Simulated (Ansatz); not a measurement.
**Run report: C₄Ge, geometry relaxation**

- system: C₄Ge
- method: RKS PBE-D4/def2-SVP (Ansatz 0.2.0)

The geometry comes from this level: GFN2-xTB. Figures and captions count atoms from 1; the log counts them from 0 in places.

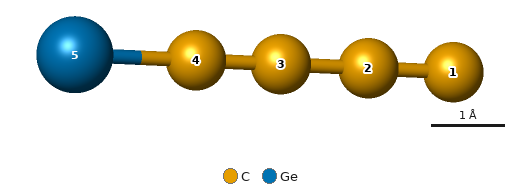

*The structure as given in the input (ball-and-stick view, seen at a tilt; atoms are numbered from 1 in the order of the input). Sticks mark near contacts.*

The input:
```yaml
crystal:
  periodic: [false, false, false]
  atoms:
    - { symbol: C, position_ang: [0.0, 0.0, -2.66436] }
    - { symbol: C, position_ang: [0.0, 0.0, -1.39807] }
    - { symbol: C, position_ang: [0.0, 0.0, -0.09117] }
    - { symbol: C, position_ang: [0.0, 0.0, 1.17365] }
    - { symbol: Ge, position_ang: [0.0, 0.0, 2.97996] }
basis:
  gaussian: { orbitals: def2-SVP }
hamiltonian:
  xc: pbe
  dispersion: d4
relax:
  f_tol: 0.03
  max_steps: 200
```

Hardware: 4 threads of Intel Xeon @ 2.50GHz (Skylake/Cascade Lake), 189 GiB of memory available, shared host.

Launch command:
```bash
ansatz run input.yaml --threads 4 --pin off --max-ram 10240MiB --backend cpu --events-out ev --progress --plain --runs-dir out
```

Log:
```
The last accepted step is kept in [file] (removed where the run ends without a failure and the disk answers)
Engine: ansatz 0.2.0, x86_64-unknown-linux-gnu
Functional definition: PBE
  parameter kappa = 0.804
  parameter beta = 0.06672455060314922
  exchange = pbe_x(kappa = kappa, mu = beta*pi^2/3)
  correlation = pbe_c(beta = beta)
983 factors; their error is unknown
mean field evaluation 1: about -60623.2444 eV, gradient 5.9e1 eV
mean field evaluation 2: about -60370.4576 eV, gradient 2.0e2 eV
mean field evaluation 4: about -60585.3981 eV, gradient 9.2e1 eV
mean field evaluation 8: about -60636.1373 eV, gradient 8.2e-2 eV
mean field -60636.13729081 eV, -2228.3369447871 hartree, gradient 1.1e-5 eV, S^2 0.000000; 0 other end points of the search recorded, 0 dependent functions left out
the calculation of the forces begins
reference -60636.13731753 eV, -2228.3369457691 hartree; 28, 28 occupied and 60, 60 virtual orbitals, 983 factors
relax step   1: F+E_penalty+E_count = -60636.27262375 eV  Δ(F+E_penalty+E_count) = +0.000e0 eV  max|allowed force component| = 2.310e0 eV/Å  Δτ_max = 0.0000 Å  (51 SCF iters, accepted)
these checks for a lower state are left out or cut short: starts, cluster_reference, orbital_swaps, neighbouring_geometries, increment
983 factors; their error is unknown
mean field evaluation 16: about -60636.1932 eV, gradient 8.4e-2 eV
mean field -60636.19318277 eV, -2228.3389987790 hartree, gradient 1.6e-5 eV, S^2 0.000000; 0 other end points of the search recorded, 0 dependent functions left out
the calculation of the forces begins
reference -60636.19320948 eV, -2228.3389997605 hartree; 28, 28 occupied and 60, 60 virtual orbitals, 983 factors
relax step   2: F+E_penalty+E_count = -60636.32753431 eV  Δ(F+E_penalty+E_count) = -5.491e-2 eV  max|allowed force component| = 3.869e-1 eV/Å  Δτ_max = 0.0325 Å  (34 SCF iters, accepted)
these checks for a lower state are left out or cut short: starts, cluster_reference, orbital_swaps, neighbouring_geometries, increment
983 factors; their error is unknown
mean field -60636.19503000 eV, -2228.3390666632 hartree, gradient 1.5e-5 eV, S^2 0.000000; 0 other end points of the search recorded, 0 dependent functions left out
the calculation of the forces begins
reference -60636.19505670 eV, -2228.3390676444 hartree; 28, 28 occupied and 60, 60 virtual orbitals, 983 factors
relax step   3: F+E_penalty+E_count = -60636.32924665 eV  Δ(F+E_penalty+E_count) = -1.712e-3 eV  max|allowed force component| = 3.639e-2 eV/Å  Δτ_max = 0.0055 Å  (35 SCF iters, accepted)
these checks for a lower state are left out or cut short: starts, cluster_reference, orbital_swaps, neighbouring_geometries, increment
983 factors; their error is unknown
mean field evaluation 32: about -60636.1950 eV, gradient 1.3e-5 eV
mean field -60636.19503611 eV, -2228.3390668877 hartree, gradient 3.4e-5 eV, S^2 0.000000; 0 other end points of the search recorded, 0 dependent functions left out
the calculation of the forces begins
reference -60636.19506281 eV, -2228.3390678689 hartree; 28, 28 occupied and 60, 60 virtual orbitals, 983 factors
relax step   4: F+E_penalty+E_count = -60636.32926047 eV  Δ(F+E_penalty+E_count) = -1.382e-5 eV  max|allowed force component| = 9.470e-3 eV/Å  Δτ_max = 0.0004 Å  (23 SCF iters, accepted)
```

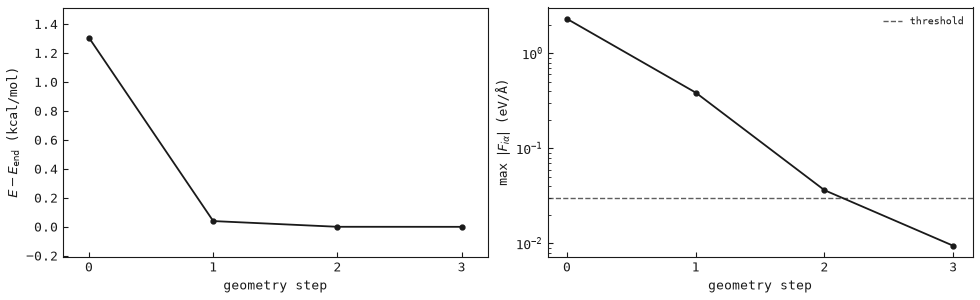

*Progress of the relaxation, step by step (the first geometry is step 0 here and step 1 in the log).*

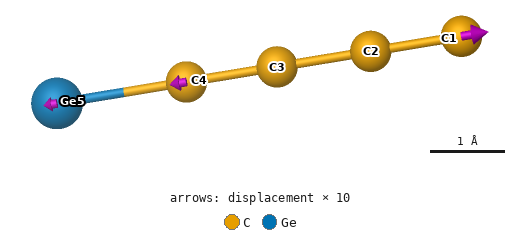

*The starting structure with the displacements as pink arrows, magnified 10 times (ball-and-stick view, seen at a tilt). The two geometries are laid on each other by the best rigid fit.*

C1 moves most after the best rigid fit: 0.038 Å. Largest moves by element: C 0.038 Å, Ge 0.019 Å. Among the contacts that change: C1–C2 1.266 → 1.298 Å, C3–C4 1.265 → 1.287 Å, C2–C3 1.307 → 1.315 Å, C4–Ge5 1.806 → 1.802 Å. After 3 geometry steps the energy has fallen by 1.31 kcal/mol. The largest force component goes from 2.3 to 0.0095 eV/Å. (Atoms are counted from 1 in the order of the input.)

```
983 factors; their error is unknown
mean field -60636.19503611 eV, -2228.3390668877 hartree, gradient 3.4e-5 eV, S^2 0.000000; 1 other end points of the search recorded, 0 dependent functions left out
the calculation of the forces begins
reference -60636.19506281 eV, -2228.3390678689 hartree; 28, 28 occupied and 60, 60 virtual orbitals, 983 factors
Total energy: -60636.32928717 eV, -2228.3440005232 hartree
Atom 0 at     0.000000    -0.000000    -2.702459 Å, force     0.000000     0.000000    -0.000789 eV/Å
Atom 1 at    -0.000000     0.000000    -1.404471 Å, force     0.000000    -0.000000     0.006782 eV/Å
Atom 2 at    -0.000000     0.000000    -0.089769 Å, force    -0.000000     0.000000    -0.009470 eV/Å
Atom 3 at    -0.000000     0.000000     1.197545 Å, force    -0.000000    -0.000000     0.003055 eV/Å
Atom 4 at     0.000000    -0.000000     2.999164 Å, force     0.000000     0.000000     0.000422 eV/Å
Dipole moment:     0.000000    -0.000000     1.353223 e Å
```

Trajectory as extended XYZ (Å, eV, eV/Å), 4 frames, from step=1 to step=4:
```
5
Properties=species:S:1:pos:R:3:forces:R:3 step=1 energy=-60636.27262
C     0.0000    0.0000   -2.6644    0.0000   0.0000  -2.3100
C     0.0000    0.0000   -1.3981    0.0000   0.0000   1.6185
C     0.0000    0.0000   -0.0912    0.0000   0.0000  -0.9668
C     0.0000    0.0000    1.1737    0.0000   0.0000   1.7614
Ge    0.0000    0.0000    2.9800    0.0000   0.0000  -0.1031
5
Properties=species:S:1:pos:R:3:forces:R:3 step=2 energy=-60636.32753
C     0.0000    0.0000   -2.6969    0.0000   0.0000  -0.3869
C     0.0000    0.0000   -1.4047    0.0000   0.0000   0.3805
C     0.0000    0.0000   -0.0896    0.0000   0.0000  -0.2651
C     0.0000    0.0000    1.1937    0.0000   0.0000   0.3249
Ge    0.0000    0.0000    2.9975    0.0000   0.0000  -0.0534
5
Properties=species:S:1:pos:R:3:forces:R:3 step=3 energy=-60636.32925
C     0.0000    0.0000   -2.7024    0.0000   0.0000  -0.0214
C     0.0000    0.0000   -1.4047    0.0000   0.0000   0.0364
C     0.0000    0.0000   -0.0898    0.0000   0.0000  -0.0329
C     0.0000    0.0000    1.1973    0.0000   0.0000   0.0353
Ge    0.0000    0.0000    2.9996    0.0000   0.0000  -0.0174
5
Properties=species:S:1:pos:R:3:forces:R:3 step=4 energy=-60636.32926
C     0.0000    0.0000   -2.7025    0.0000   0.0000  -0.0008
C     0.0000    0.0000   -1.4045    0.0000   0.0000   0.0068
C     0.0000    0.0000   -0.0898    0.0000   0.0000  -0.0095
C     0.0000    0.0000    1.1975    0.0000   0.0000   0.0031
Ge    0.0000    0.0000    2.9992    0.0000   0.0000   0.0004
```

Results in brief:

| quantity | value |
| --- | --- |
| outcome | converged |
| total energy | −60636.3293 eV |
| mean-field energy | −60636.1951 eV |
| SCF solution under orbital rotations | stable |
| largest force (length of the vector) at the end | 0.009 eV/Å |
| wall time | 5.5 s (CPU time 18 s) |
| peak memory | 0.14 GiB |
